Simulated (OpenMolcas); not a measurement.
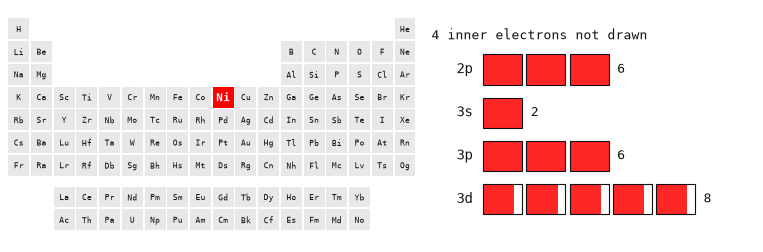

Left, the place of nickel in the periodic table; right, the outer shells of the leading configuration of the lowest level: a box for each of the 2l + 1 orbitals, shaded by the share of the shell that is filled, with the electron count at the right.

# Run report: Ni²⁺ complex, multiconfigurational calculation

- system: Ni²⁺ with 6 ligands (Cl; tetragonal octahedron, 2.45 Å), neutralised by 6 outer point charges of +0.67 e, whose field is part of the energies.
- method: state-averaged SS-CASPT2, IPEA shift 0.25, imaginary shift 0.1 hartree, closed shells 3s 3p of the metal and the valence shells of the ligands correlated, active space 8 electrons in the shell 3d, basis ANO-RCC-VDZP on the metal and ANO-RCC-VDZP on the ligands, DKH2 scalar Hamiltonian, spin-orbit coupling by RASSI with atomic mean-field integrals (OpenMolcas)

## Key numbers

- outcome: converged
- energy of the lowest spin-free term: −4287.41568 hartree
- energy of the lowest spin-orbit level: −4287.41679 hartree
- CASPT2 correlation energy: −1.4526 hartree
- largest spread among components of a term: 0.0 cm⁻¹
- lowest reference weight: 0.663
- hardware: 1 thread of Arm Neoverse N1, 24 GiB of memory available, shared host
- wall time: 1.9 min
- peak memory: 0.18 GiB

## Remarks

Limits: with a single d shell and no ligand orbitals active, the ligand field and the g values of a late 3d ion can be well off; distances are set from ionic radii, not optimised.

## Input
```
&GATEWAY
Coord
7

Ni 0.0 0.0 0.0
Cl 2.450000 0.000000 0.000000
Cl 0.000000 2.450000 0.000000
Cl -2.450000 0.000000 0.000000
Cl 0.000000 -2.450000 0.000000
Cl 0.000000 0.000000 2.721950
Cl 0.000000 0.000000 -2.721950
Basis=Ni.ANO-RCC-VDZP,Cl.ANO-RCC-VDZP
Group=XYZ
NoMove
AngMom=0.0 0.0 0.0
AMFI
RICD
XField
3 Angstrom 0
5.650000 0.000000 0.000000 0.666667
0.000000 5.650000 0.000000 0.666667
0.000000 0.000000 5.921950 0.666667
&SEWARD
&RASSCF
FileOrb=start.orb
Symmetry=1
Spin=3
nActEl=8 0 0
Inactive=30 33
Ras2=5 0
CIRoot=10 10 1
SDav=10
CIMx=300
Iter=150 100
PrWF=0.3
OrbListing=Nothing
MaxOrb=0
LevShft=1.0
>>> COPY $Project.JobIph JOB001
&RASSCF
FileOrb=start.orb
Symmetry=1
Spin=1
nActEl=8 0 0
Inactive=30 33
Ras2=5 0
CIRoot=15 15 1
SDav=15
CIMx=300
Iter=150 100
PrWF=0.3
OrbListing=Nothing
MaxOrb=0
LevShft=1.0
>>> COPY $Project.JobIph JOB002
&RASSI
NrOfJobIphs=2 10 15
1 2 3 4 5 6 7 8 9 10
1 2 3 4 5 6 7 8 9 10 11 12 13 14 15
IphNames
JOB001
JOB002
EJob
SpinOrbit
DIPRint=1.0
SOCoupling=1000.0
Subsets=2
Property=9
'ANGMOM' 1 'ANGMOM' 2 'ANGMOM' 3 'MLTPL  1' 1 'MLTPL  1' 2 'MLTPL  1' 3
'AMFI' 1 'AMFI' 2 'AMFI' 3
SOProperty=3
'ANGMOM' 1 'ANGMOM' 2 'ANGMOM' 3
>>> COPY JOB001 $Project.JobIph
&CASPT2
Multistate=10 1 2 3 4 5 6 7 8 9 10
NoMult
Frozen=17 18
IPEA=0.25
Imaginary=0.1
MaxIter=60
WThr=0.0 0.3 0.05
PrWF=0.5
NoMix
>>> COPY JOB002 $Project.JobIph
&CASPT2
Multistate=15 1 2 3 4 5 6 7 8 9 10 11 12 13 14 15
NoMult
Frozen=17 18
IPEA=0.25
Imaginary=0.1
MaxIter=60
WThr=0.0 0.3 0.05
PrWF=0.5
NoMix
```

The file start.orb holds starting orbitals from an earlier step. A driver script formed the levels outside the program, from RASSI's spin-orbit matrix and the CASPT2 energies (for multi-state variants, the effective Hamiltonian), averaged over the components of each term or state. The log and the time are those of the CASPT2 step.

Run as:
```bash
OMP_NUM_THREADS=1 MOLCAS_MEM=2457 MOLCAS_PROJECT=a pymolcas a.inp > a.log  # once for each step of the input, in one work folder
```

## The program's output (extracts)
```
--- CASPT2 ---
Orbital specifications:
      -----------------------

      Symmetry species                           1   2
                                                ag  au
      Frozen orbitals                           17  18
      Inactive orbitals                         13  15
      Active orbitals                            5   0
      Secondary orbitals                        34  40
      Deleted orbitals                           0   0
      Number of basis functions                 69  73
Type of calculation                        SS-CASPT2
      Fock operator                              state-specific
      IPEA shift                                 0.25
      Real shift                                 0.00
      Imaginary shift                            0.10
      The input orbitals will be transformed to quasi-canonical
Reference energy:       -4285.9630443043
      E2 (Non-variational):      -1.4506142495
      Shift correction:          -0.0020187286
      E2 (Variational):          -1.4526329781
      Total energy:           -4287.4156772825
      Residual norm:              0.0000008972
      Reference weight:           0.67244
      Contributions to the CASPT2 correlation energy
      Active & Virtual Only:         -0.2327117795
      One Inactive Excited:          -0.2259796146
      Two Inactive Excited:          -0.9919228554
Reference energy:       -4285.9517994239
      E2 (Non-variational):      -1.4460700661
      Shift correction:          -0.0020073401
      E2 (Variational):          -1.4480774061
      Total energy:           -4287.3998768300
      Residual norm:              0.0000002559
      Reference weight:           0.67342
      Contributions to the CASPT2 correlation energy
      Active & Virtual Only:         -0.2315661327
      One Inactive Excited:          -0.2248056334
      Two Inactive Excited:          -0.9896982999
::    CASPT2 Root  1     Total energy:  -4287.41567728
::    CASPT2 Root  2     Total energy:  -4287.39987683
::    CASPT2 Root  3     Total energy:  -4287.39987684
::    CASPT2 Root  4     Total energy:  -4287.39021758
::    CASPT2 Root  5     Total energy:  -4287.38675253
::    CASPT2 Root  6     Total energy:  -4287.38420436
::    CASPT2 Root  7     Total energy:  -4287.38420436
::    CASPT2 Root  8     Total energy:  -4287.32780677
::    CASPT2 Root  9     Total energy:  -4287.31877990
::    CASPT2 Root 10     Total energy:  -4287.31877990
--- CASPT2 ---
Orbital specifications:
      -----------------------

      Symmetry species                           1   2
                                                ag  au
      Frozen orbitals                           17  18
      Inactive orbitals                         13  15
      Active orbitals                            5   0
      Secondary orbitals                        34  40
      Deleted orbitals                           0   0
      Number of basis functions                 69  73
Type of calculation                        SS-CASPT2
      Fock operator                              state-specific
      IPEA shift                                 0.25
      Real shift                                 0.00
      Imaginary shift                            0.10
      The input orbitals will be transformed to quasi-canonical
Reference energy:       -4285.8861167467
      E2 (Non-variational):      -1.4734925068
      Shift correction:          -0.0022872281
      E2 (Variational):          -1.4757797350
      Total energy:           -4287.3618964817
      Residual norm:              0.0000008628
      Reference weight:           0.66625
      Contributions to the CASPT2 correlation energy
      Active & Virtual Only:         -0.2377502246
      One Inactive Excited:          -0.2348868915
      Two Inactive Excited:          -1.0008553908
Reference energy:       -4285.8841643389
      E2 (Non-variational):      -1.4719168378
      Shift correction:          -0.0023692898
      E2 (Variational):          -1.4742861276
      Total energy:           -4287.3584504665
      Residual norm:              0.0000006527
      Reference weight:           0.66666
      Contributions to the CASPT2 correlation energy
      Active & Virtual Only:         -0.2372941051
      One Inactive Excited:          -0.2347863479
      Two Inactive Excited:          -0.9998363848
::    CASPT2 Root  1     Total energy:  -4287.36189648
::    CASPT2 Root  2     Total energy:  -4287.35845047
::    CASPT2 Root  3     Total energy:  -4287.34388000
::    CASPT2 Root  4     Total energy:  -4287.34388000
::    CASPT2 Root  5     Total energy:  -4287.33489072
::    CASPT2 Root  6     Total energy:  -4287.30941084
::    CASPT2 Root  7     Total energy:  -4287.31104753
::    CASPT2 Root  8     Total energy:  -4287.29890945
::    CASPT2 Root  9     Total energy:  -4287.29890946
::    CASPT2 Root 10     Total energy:  -4287.28869966
::    CASPT2 Root 11     Total energy:  -4287.29285607
::    CASPT2 Root 12     Total energy:  -4287.28966521
::    CASPT2 Root 13     Total energy:  -4287.28966521
::    CASPT2 Root 14     Total energy:  -4287.28531274
::    CASPT2 Root 15     Total energy:  -4287.16561840
```

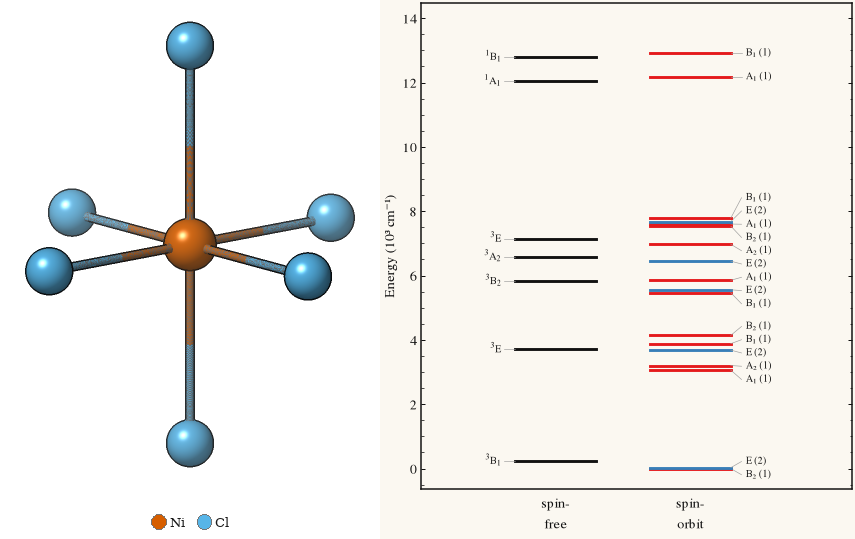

Ni²⁺ (3d⁸) with 6 ligands, Cl⁻, at 2.45 Å (arrangement: tetragonal octahedron, D4h), axial distortion 1.111, neutralised by outer point charges of +0.67 e, and its levels. Labels give the representation in O, Td, D4 or D3 as the site allows (double group for half-integer spin) where it could be assigned and, in brackets, the degeneracy; spin-free states, where drawn, share the zero of the spin-orbit levels. The ground level is B₂, non-degenerate, 100 % from states of spin multiplicity 3. The next level lies at 29 cm⁻¹ (E). The lowest spin-free state is ³B₁, from the free-ion F term; of the same spin there follow at 3,470 cm⁻¹ (³E), 5,590 cm⁻¹ (³B₂) and 6,350 cm⁻¹ (³A₂) above it.
